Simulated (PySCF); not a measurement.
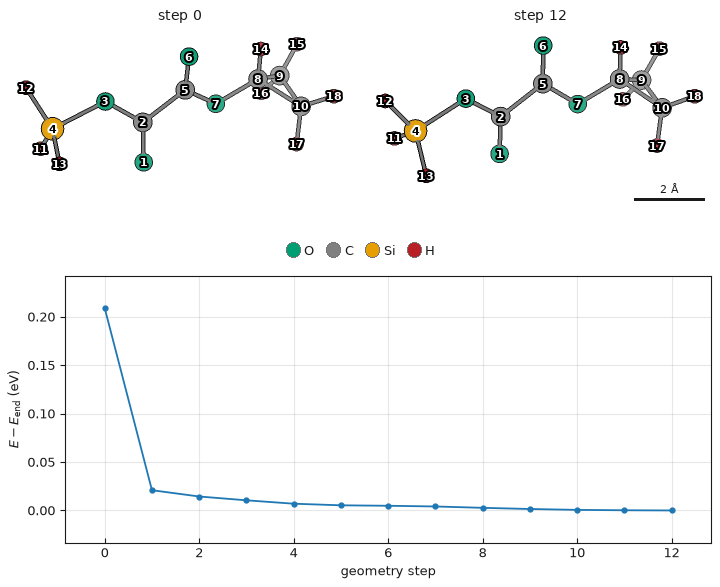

First and last geometry of a relaxation of C₅H₈O₄Si, with the history of the run. A ball-and-stick model, seen at a tilt.

The start comes from GFN2-xTB. Its atoms were then displaced at random by about 0.01 Å.

Theory: PySCF, PBE0-D3(BJ)/def2-SVP geometry optimisation, gas phase. 

Q: Read the history and describe the run.

A: It converged. The largest move after the best rigid fit is that of H12, 0.68 Å. By element the largest moves are H 0.68 Å, O 0.56 Å, C 0.26 Å, Si 0.14 Å. Near-neighbour distances that change, for instance: Si4–H11 1.453 → 1.486 Å, Si4–H12 1.451 → 1.484 Å, C2–O3 1.291 → 1.323 Å, C5–O7 1.303 → 1.325 Å. Bond angles that change, for instance: O3–Si4–H12 97.1° → 103.2°, H12–Si4–H13 117.2° → 111.2°, C2–O3–Si4 123.9° → 118.1°. Groups turn about C2–C5 by about 30°. The energy falls by 0.209 eV in 12 geometry steps.

```csv
step,"E − E(0), eV"
0,0.0000
1,-0.1880
2,-0.1945
3,-0.1984
4,-0.2019
5,-0.2036
6,-0.2041
7,-0.2048
8,-0.2062
9,-0.2074
10,-0.2083
11,-0.2087
12,-0.2089
```
